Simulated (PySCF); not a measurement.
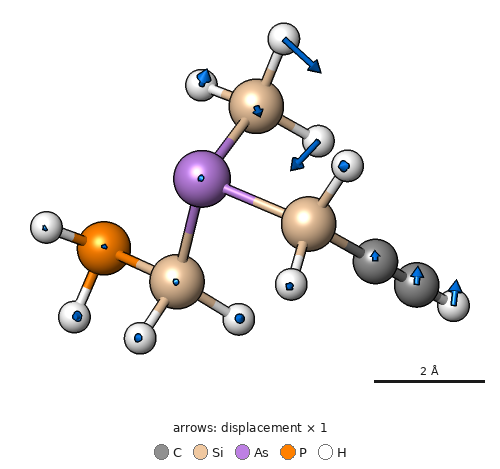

A relaxation of C2H10AsPSi3. The starting structure is drawn; blue arrows show the displacements, at their true length. The two geometries are superimposed by the best rigid fit.

A ball-and-stick model, seen at a tilt.

The start comes from GFN2-xTB.

The calculation used PBE0-D3(BJ)/def2-SVP geometry optimisation, gas phase (PySCF). 

Q: Atoms of which element are displaced furthest, and by how much?

A: Hydrogen: up to 0.95 Å, against 0.37 Å for carbon.

Q: What happened in the run?

A: The energy falls by 5.63 kcal/mol in 13 geometry steps. The atom that moves furthest after the best rigid fit is an H atom (0.95 Å). Largest moves by element: H 0.95 Å, C 0.37 Å, Si 0.24 Å, As 0.11 Å, P 0.09 Å. Among the contacts that change: H–P 1.381 → 1.429 Å, As–Si 2.319 → 2.365 Å, As–Si 2.331 → 2.375 Å, C–H 1.053 → 1.076 Å. Bond angles that change, for instance: Si–As–Si 98.8° → 93.1°, As–Si–H 118.3° → 112.6°, Si–As–Si 98.7° → 94.5°. Groups turn about As–Si by about 30°.
